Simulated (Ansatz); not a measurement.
# C2H3Cl2F (1,1-dichloro-1-fluoroethane): a chain of runs

We compute energy and forces (PBE/splines), then energy and gradient (PBE/cc-pVDZ), then energy and forces (PBE/cc-pVTZ), then energy and gradient (PBE/cc-pVQZ), then energy and gradient (PBE/6-31G*) of C2H3Cl2F (1,1-dichloro-1-fluoroethane). 

Program for the calculation: Ansatz 0.2.0.

## 1. The molecule

C2H3Cl2F has 8 atoms, charge 0, and is taken as a singlet. SMILES: `CC(F)(Cl)Cl`. The coordinates come from a PBE0-D4/def2-TZVP relaxation.

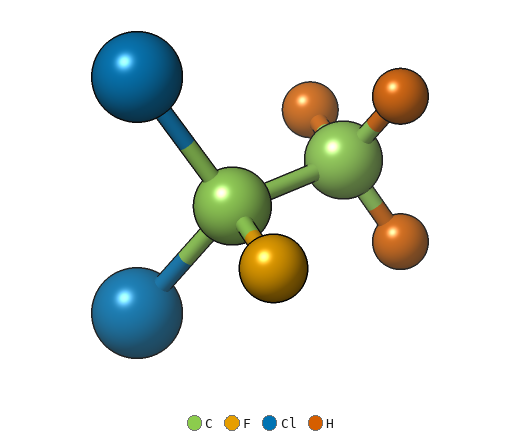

Viewed from a chosen angle; carbon green, fluorine amber, chlorine blue, hydrogen orange.

## 2. Energy and forces at PBE/splines (accuracy low, spline vacuum 5 angstrom) (run 1)

The input, run.yaml:

```yaml
crystal:
  periodic: [false, false, false]
  atoms:
    - symbol: C
      position_ang: [-0.133500, -0.505900, 0.646300]
    - symbol: C
      position_ang: [0.199400, 0.391300, -0.511300]
    - symbol: F
      position_ang: [1.523600, 0.643200, -0.537400]
    - symbol: Cl
      position_ang: [-0.232400, -0.372700, -2.055900]
    - symbol: Cl
      position_ang: [-0.641100, 1.950200, -0.373000]
    - symbol: H
      position_ang: [0.163400, -0.011800, 1.572000]
    - symbol: H
      position_ang: [0.414900, -1.442000, 0.535900]
    - symbol: H
      position_ang: [-1.202100, -0.709300, 0.667600]
basis:
  splines: {vacuum: 5}
hamiltonian: {xc: pbe}
accuracy: low
output: {forces: true}
```

Run with:

```sh
$ ansatz run run.yaml --threads 1 --pin off --max-ram 2610MiB --events-out events.jsonl --progress --plain --runs-dir runs
```

Standard output:

```text
Warning: RAYON_NUM_THREADS=1 ignored (pool sized by the plan → 1); use --threads N
[... 17 lines left out ...]
Total energy: -29873.706312 eV
[... 7 lines left out ...]
Atom 7 at    -1.202100    -0.709300     0.667600 Å, force    -0.197319    -0.054352     0.028084 eV/Å
```

It took 35 s on 1 thread of Arm Neoverse V2, shared host; peak memory 1.1 GiB.

## 3. Energy and forces at PBE/cc-pVDZ (run 2)

The input, job.yaml:

```yaml
crystal:
  periodic: [false, false, false]
  atoms:
    - {symbol: C, position_ang: [-0.133500, -0.505900, 0.646300]}
    - {symbol: C, position_ang: [0.199400, 0.391300, -0.511300]}
    - {symbol: F, position_ang: [1.523600, 0.643200, -0.537400]}
    - {symbol: Cl, position_ang: [-0.232400, -0.372700, -2.055900]}
    - {symbol: Cl, position_ang: [-0.641100, 1.950200, -0.373000]}
    - {symbol: H, position_ang: [0.163400, -0.011800, 1.572000]}
    - {symbol: H, position_ang: [0.414900, -1.442000, 0.535900]}
    - {symbol: H, position_ang: [-1.202100, -0.709300, 0.667600]}
basis:
  gaussian:
    orbitals: cc-pVDZ
hamiltonian:
  xc: {name: PBE}
output:
  forces: true
  orbitals: {seedname: orbitals}
```

Run with:

```sh
$ ansatz run job.yaml --threads 1 --pin off --max-ram 2610MiB --events-out events.jsonl --progress --plain --runs-dir runs
```

Standard output, cut to the lines that bear on the results:

```text
Warning: RAYON_NUM_THREADS=1 ignored (pool sized by the plan → 1); use --threads N
Functional definition: PBE
  name "PBE"
[...]
1198 factors; their error is unknown
[...]
mean field -29869.94708609 eV, -1097.7003088366 hartree, gradient 6.0e-5 eV, S^2 0.000000; 0 other end points of the search recorded, 0 dependent functions left out
[...]
reference -29869.94711435 eV, -1097.7003098749 hartree; 29, 29 occupied and 64, 64 virtual orbitals, 1198 factors
Total energy: -29869.94711435 eV, -1097.7003098749 hartree
Atom 0 at    -0.133500    -0.505900     0.646300 Å, force    -0.020185     0.080844    -0.117177 eV/Å
Atom 1 at     0.199400     0.391300    -0.511300 Å, force    -0.072891    -0.209953     0.271156 eV/Å
Atom 2 at     1.523600     0.643200    -0.537400 Å, force     0.884048     0.148610     0.009375 eV/Å
Atom 3 at    -0.232400    -0.372700    -2.055900 Å, force    -0.230135    -0.409561    -0.755839 eV/Å
Atom 4 at    -0.641100     1.950200    -0.373000 Å, force    -0.437951     0.769699     0.097797 eV/Å
Atom 5 at     0.163400    -0.011800     1.572000 Å, force     0.151838     0.232680     0.482323 eV/Å
Atom 6 at     0.414900    -1.442000     0.535900 Å, force     0.277577    -0.481079    -0.034971 eV/Å
Atom 7 at    -1.202100    -0.709300     0.667600 Å, force    -0.552301    -0.131239     0.047335 eV/Å
Dipole moment:    -0.066762    -0.237055     0.311067 e Å
```

Run time: 2.9 s. Hardware: 1 thread of Arm Neoverse V2, shared host; peak memory 0.13 GiB.

## 4. Energy and gradient at PBE/cc-pVTZ (run 3)

The input, run.yaml:

```yaml
crystal:
  periodic: [false, false, false]
  atoms:
    - {symbol: C, position_ang: [-0.133500, -0.505900, 0.646300]}
    - {symbol: C, position_ang: [0.199400, 0.391300, -0.511300]}
    - {symbol: F, position_ang: [1.523600, 0.643200, -0.537400]}
    - {symbol: Cl, position_ang: [-0.232400, -0.372700, -2.055900]}
    - {symbol: Cl, position_ang: [-0.641100, 1.950200, -0.373000]}
    - {symbol: H, position_ang: [0.163400, -0.011800, 1.572000]}
    - {symbol: H, position_ang: [0.414900, -1.442000, 0.535900]}
    - {symbol: H, position_ang: [-1.202100, -0.709300, 0.667600]}
basis:
  gaussian:
    orbitals: cc-pVTZ
hamiltonian:
  xc: pbe
output: {forces: true, orbitals: {seedname: orbitals}}
```

Run with:

```sh
$ ansatz run run.yaml --threads 1 --pin off --max-ram 2610MiB --events-out events.jsonl --progress --plain --runs-dir runs
```

Standard output, cut to the lines that bear on the results:

```text
Warning: RAYON_NUM_THREADS=1 ignored (pool sized by the plan → 1); use --threads N
Functional definition: PBE
  name "PBE"
[...]
1200 factors; their error is unknown
[...]
mean field -29872.54160648 eV, -1097.7956557023 hartree, gradient 5.4e-5 eV, S^2 0.000000; 0 other end points of the search recorded, 0 dependent functions left out
[...]
reference -29872.54163961 eV, -1097.7956569196 hartree; 29, 29 occupied and 171, 171 virtual orbitals, 1200 factors
Total energy: -29872.54163961 eV, -1097.7956569196 hartree
Atom 0 at    -0.133500    -0.505900     0.646300 Å, force    -0.036048    -0.041884     0.048377 eV/Å
Atom 1 at     0.199400     0.391300    -0.511300 Å, force    -0.156656    -0.195258     0.230600 eV/Å
Atom 2 at     1.523600     0.643200    -0.537400 Å, force     0.737989     0.131235    -0.002111 eV/Å
Atom 3 at    -0.232400    -0.372700    -2.055900 Å, force    -0.166690    -0.296783    -0.562152 eV/Å
Atom 4 at    -0.641100     1.950200    -0.373000 Å, force    -0.319758     0.571415     0.066167 eV/Å
Atom 5 at     0.163400    -0.011800     1.572000 Å, force     0.052359     0.085881     0.196258 eV/Å
Atom 6 at     0.414900    -1.442000     0.535900 Å, force     0.102026    -0.195235    -0.007611 eV/Å
Atom 7 at    -1.202100    -0.709300     0.667600 Å, force    -0.213221    -0.059371     0.030472 eV/Å
Dipole moment:    -0.079355    -0.237973     0.309275 e Å
```

It took 6 s on 1 thread of Arm Neoverse V2, shared host; peak memory 0.24 GiB.

## 5. Energy and forces at PBE/cc-pVQZ (run 4)

The input, in.yaml:

```yaml
crystal:
  periodic: [false, false, false]
  atoms:
    - {symbol: C, position_ang: [-0.133500, -0.505900, 0.646300]}
    - {symbol: C, position_ang: [0.199400, 0.391300, -0.511300]}
    - {symbol: F, position_ang: [1.523600, 0.643200, -0.537400]}
    - {symbol: Cl, position_ang: [-0.232400, -0.372700, -2.055900]}
    - {symbol: Cl, position_ang: [-0.641100, 1.950200, -0.373000]}
    - {symbol: H, position_ang: [0.163400, -0.011800, 1.572000]}
    - {symbol: H, position_ang: [0.414900, -1.442000, 0.535900]}
    - {symbol: H, position_ang: [-1.202100, -0.709300, 0.667600]}
basis:
  gaussian: {orbitals: cc-pVQZ}
magnetization: {spin_polarized: false}
hamiltonian: {xc: pbe}
output: {forces: true, orbitals: {seedname: orbitals}}
```

Run with:

```sh
$ ansatz run in.yaml --threads 1 --pin off --max-ram 2610MiB --events-out events.jsonl --progress --plain --runs-dir runs
```

Standard output, cut to the lines that bear on the results:

```text
Warning: RAYON_NUM_THREADS=1 ignored (pool sized by the plan → 1); use --threads N
Functional definition: PBE
  name "PBE"
[...]
1287 factors; their error is unknown
[...]
mean field -29873.21418186 eV, -1097.8203723916 hartree, gradient 2.1e-5 eV, S^2 0.000000; 0 other end points of the search recorded, 0 dependent functions left out
[...]
reference -29873.21421939 eV, -1097.8203737706 hartree; 29, 29 occupied and 344, 344 virtual orbitals, 1287 factors
Total energy: -29873.21421939 eV, -1097.8203737706 hartree
Atom 0 at    -0.133500    -0.505900     0.646300 Å, force    -0.039281    -0.055711     0.066678 eV/Å
Atom 1 at     0.199400     0.391300    -0.511300 Å, force    -0.236071    -0.175868     0.184558 eV/Å
Atom 2 at     1.523600     0.643200    -0.537400 Å, force     0.763767     0.141059    -0.009410 eV/Å
Atom 3 at    -0.232400    -0.372700    -2.055900 Å, force    -0.148881    -0.259260    -0.502096 eV/Å
Atom 4 at    -0.641100     1.950200    -0.373000 Å, force    -0.284325     0.508794     0.053675 eV/Å
Atom 5 at     0.163400    -0.011800     1.572000 Å, force     0.047030     0.077263     0.183418 eV/Å
Atom 6 at     0.414900    -1.442000     0.535900 Å, force     0.092858    -0.182021    -0.004636 eV/Å
Atom 7 at    -1.202100    -0.709300     0.667600 Å, force    -0.195096    -0.054256     0.027812 eV/Å
Dipole moment:    -0.090263    -0.240129     0.309601 e Å
```

Wall time 14 s (1 thread of Arm Neoverse V2, shared host); peak memory 0.65 GiB.

## 6. Energy and forces at PBE/6-31G(d) (Cartesian functions) (run 8)

The input, run.yaml:

```yaml
crystal:
  periodic: [false, false, false]
  atoms:
    - symbol: C
      position_ang: [-0.133500, -0.505900, 0.646300]
    - symbol: C
      position_ang: [0.199400, 0.391300, -0.511300]
    - symbol: F
      position_ang: [1.523600, 0.643200, -0.537400]
    - symbol: Cl
      position_ang: [-0.232400, -0.372700, -2.055900]
    - symbol: Cl
      position_ang: [-0.641100, 1.950200, -0.373000]
    - symbol: H
      position_ang: [0.163400, -0.011800, 1.572000]
    - symbol: H
      position_ang: [0.414900, -1.442000, 0.535900]
    - symbol: H
      position_ang: [-1.202100, -0.709300, 0.667600]
basis:
  gaussian:
    orbitals: "6-31G*"
hamiltonian:
  xc: {name: PBE}
output: {forces: true, orbitals: {seedname: orbitals}}
```

Run with:

```sh
$ ansatz run run.yaml --threads 1 --pin off --max-ram 2610MiB --events-out events.jsonl --progress --plain --runs-dir runs
```

Standard output, cut to the lines that bear on the results:

```text
Warning: RAYON_NUM_THREADS=1 ignored (pool sized by the plan → 1); use --threads N
Functional definition: PBE
  name "PBE"
[...]
1044 factors; their error is unknown
[...]
mean field -29868.46910236 eV, -1097.6459939363 hartree, gradient 1.4e-5 eV, S^2 0.000000; 0 other end points of the search recorded, 0 dependent functions left out
[...]
reference -29868.46912444 eV, -1097.6459947477 hartree; 29, 29 occupied and 60, 60 virtual orbitals, 1044 factors
Total energy: -29868.46912444 eV, -1097.6459947477 hartree
Atom 0 at    -0.133500    -0.505900     0.646300 Å, force    -0.054362    -0.030142     0.027697 eV/Å
Atom 1 at     0.199400     0.391300    -0.511300 Å, force    -0.000855    -0.125626     0.172263 eV/Å
Atom 2 at     1.523600     0.643200    -0.537400 Å, force     0.745727     0.108365     0.031333 eV/Å
Atom 3 at    -0.232400    -0.372700    -2.055900 Å, force    -0.201158    -0.418183    -0.732926 eV/Å
Atom 4 at    -0.641100     1.950200    -0.373000 Å, force    -0.408314     0.757367     0.118029 eV/Å
Atom 5 at     0.163400    -0.011800     1.572000 Å, force     0.101216     0.138702     0.324665 eV/Å
Atom 6 at     0.414900    -1.442000     0.535900 Å, force     0.181924    -0.318852    -0.007027 eV/Å
Atom 7 at    -1.202100    -0.709300     0.667600 Å, force    -0.364178    -0.111630     0.065967 eV/Å
Dipole moment:    -0.049617    -0.247547     0.329714 e Å
```

Wall time 2.5 s (1 thread of Arm Neoverse V2, shared host); peak memory 0.12 GiB.

## 7. Summary of results

| quantity | value |
| --- | --- |
| run 1, PBE/splines: total energy | -1097.83846 Eh |
| run 1, PBE/splines: HOMO energy | -7.48 eV |
| run 1, PBE/splines: LUMO energy | -1.55 eV |
| run 1, PBE/splines: HOMO–LUMO gap | 5.93 eV |
| run 1, PBE/splines: largest force on an atom | 0.806 eV/Å |
| run 2, PBE/cc-pVDZ: total energy | -1097.70031 Eh |
| run 2, PBE/cc-pVDZ: dipole moment | 1.91 D |
| run 2, PBE/cc-pVDZ: HOMO energy | -7.24 eV |
| run 2, PBE/cc-pVDZ: LUMO energy | -0.95 eV |
| run 2, PBE/cc-pVDZ: HOMO–LUMO gap | 6.29 eV |
| run 2, PBE/cc-pVDZ: largest force on an atom | 0.897 eV/Å |
| run 3, PBE/cc-pVTZ: total energy | -1097.79566 Eh |
| run 3, PBE/cc-pVTZ: dipole moment | 1.91 D |
| run 3, PBE/cc-pVTZ: HOMO energy | -7.40 eV |
| run 3, PBE/cc-pVTZ: LUMO energy | -1.24 eV |
| run 3, PBE/cc-pVTZ: HOMO–LUMO gap | 6.16 eV |
| run 3, PBE/cc-pVTZ: largest force on an atom | 0.750 eV/Å |
| run 4, PBE/cc-pVQZ: total energy | -1097.82037 Eh |
| run 4, PBE/cc-pVQZ: dipole moment | 1.93 D |
| run 4, PBE/cc-pVQZ: HOMO energy | -7.45 eV |
| run 4, PBE/cc-pVQZ: LUMO energy | -1.40 eV |
| run 4, PBE/cc-pVQZ: HOMO–LUMO gap | 6.06 eV |
| run 4, PBE/cc-pVQZ: largest force on an atom | 0.777 eV/Å |
| run 8, PBE/6-31G*: total energy | -1097.64599 Eh |
| run 8, PBE/6-31G*: dipole moment | 1.99 D |
| run 8, PBE/6-31G*: HOMO energy | -7.28 eV |

**Reading.** The largest force (run 1, PBE/splines) is 0.81 eV/Å: the shape isn't a stationary point for this species at this level. The largest force (run 8, PBE/6-31G*) is 0.87 eV/Å: the shape isn't a stationary point for this species at this level. The largest force (run 4, PBE/cc-pVQZ) is 0.78 eV/Å: the shape isn't a stationary point for this species at this level. The largest force (run 3, PBE/cc-pVTZ) is 0.75 eV/Å: the shape isn't a stationary point for this species at this level. The largest force (run 2, PBE/cc-pVDZ) is 0.90 eV/Å: the shape isn't a stationary point for this species at this level. The accuracy setting (run 1, PBE/splines) is loose, so the last digits carry no meaning.
